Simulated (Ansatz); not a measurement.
BH3SeSi (SMILES B1[SiH2][Se]1)

The calculation's input:

```
crystal:
  periodic: [false, false, false]
  atoms:
    - {symbol: B, position_ang: [-1.039703, 0.467321, 0.334277]}
    - {symbol: Se, position_ang: [-0.465089, 2.075718, -0.523444]}
    - {symbol: Si, position_ang: [0.899990, 0.473007, 0.467055]}
    - {symbol: H, position_ang: [1.641749, 0.958161, 1.661616]}
    - {symbol: H, position_ang: [-2.115911, -0.005038, 0.522669]}
    - {symbol: H, position_ang: [1.792204, -0.240628, -0.485434]}
basis:
  gaussian:
    orbitals: def2-TZVPD
hamiltonian:
  xc: pbe0
output: {forces: true, orbitals: {seedname: orbitals}}
```

Launched as:

```sh
ansatz run input.yaml --threads 2 --pin off --max-ram 4350MiB --events-out events.jsonl --progress --plain --runs-dir runs
```

Geometry: PBE0-D3(BJ)/pcseg-1.

Level of theory: Ansatz 0.2.0, isolated molecule in a Gaussian basis; Kohn-Sham density functional theory, functional PBE0.

### What will maps of the electron density and electron localisation function show?

B–Se (1.91 Å): ρ is about 1 e/Å³ halfway; the ELF peaks at about 0.80 between the atoms: localised, covalent bonding.
Si–B (1.94 Å): the density is about 0.79 e/Å³ at the midpoint; the ELF peaks at about 0.90 between the atoms; localised, covalent bonding.
Si–Se (2.33 Å): the density is about 0.61 e/Å³ at the midpoint, with its minimum of 0.52 e/Å³ about 0.8 Å from Si; the ELF peaks at about 0.70 between the atoms.
B–H (1.19 Å): ρ is about 1.3 e/Å³ halfway; the ELF climbs to about 1 towards the hydrogen, as it does in any bond to H (a covalent bond by its length).

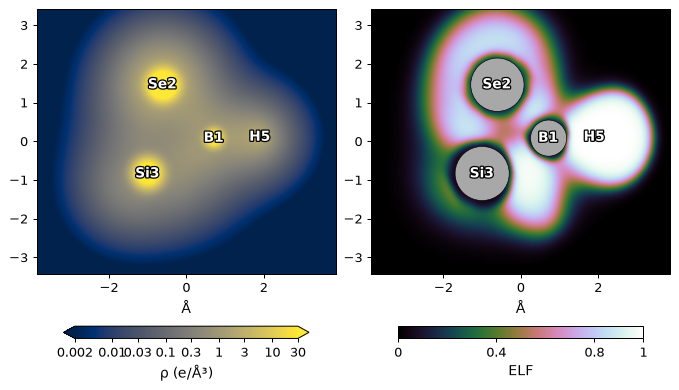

Computed electron density and electron localisation function on the plane of atoms B1, Si3 and Se2, in this order. Grey discs cover the atomic cores in the ELF map. 
